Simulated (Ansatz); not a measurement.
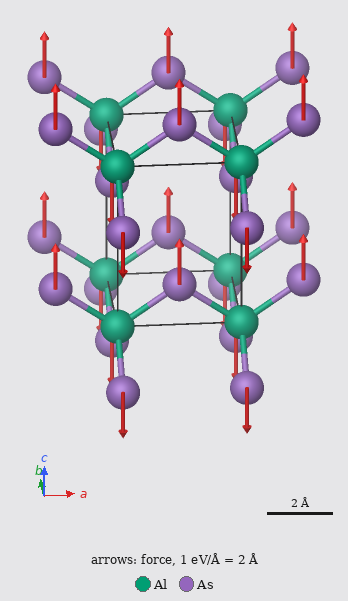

Starting geometry of crystalline AlAs$_{2}$ (a generated structure, set up in P-4m2) (coarse preliminary run) with the computed forces as red arrows. The picture is a ball-and-stick view of the cell of the calculation, seen from a free direction.

Computed with Ansatz 0.2.0, DFT PBE, scalar-relativistic, plane waves, PAW. Settings: plane-wave cutoff 420 eV; k-point mesh 4 × 4 × 4; occupations gaussian; smearing width 0.1 eV; no spin polarisation; cell and atoms relaxed; force threshold 0.04 eV/Å; at most 70 steps.

Is this structure relaxed? If not, where do the atoms go?

It isn't relaxed: the largest force vector, on As atoms, is 0.79 eV/Å. The atoms end up moving mostly along the starting forces (cosine between the two patterns 1.00). The largest moves relative to the cell, 0.70 Å, are those of As atoms. Al stays in place. The drawn cell changes as follows: a = b 3.881 → 3.915 Å (+0.9 %), c 5.488 → 4.115 Å (−25.0 %); the volume changes by −23.7 %. Near-neighbour distances that change, for instance: Al–As 4.551 → 3.086 Å, As–As 3.881 → 2.845 Å, Al–As 2.376 → 2.613 Å. Bond angles that change, for instance: As–Al–As 109.5° → 97.0°, Al–As–Al 109.5° → 97.0°, As–Al–As 109.5° → 116.0°. The space group stays P-4m2 (No. 115). Over 9 accepted moves (11 points after the start) the energy falls by 380 meV per atom. The largest force component goes from 0.79 to 0.0093 eV/Å. Pressure: 1.38 GPa at the start and −0.02 GPa at the end. The line search rejected the trial step at point 7 of the run. At 1 point the geometry stayed and the basis and grid were re-selected for the new cell (energy shift of 0.3 meV per atom at most each time).

Limits of the set-up: the k-point mesh is coarse for a cell with partly filled bands.
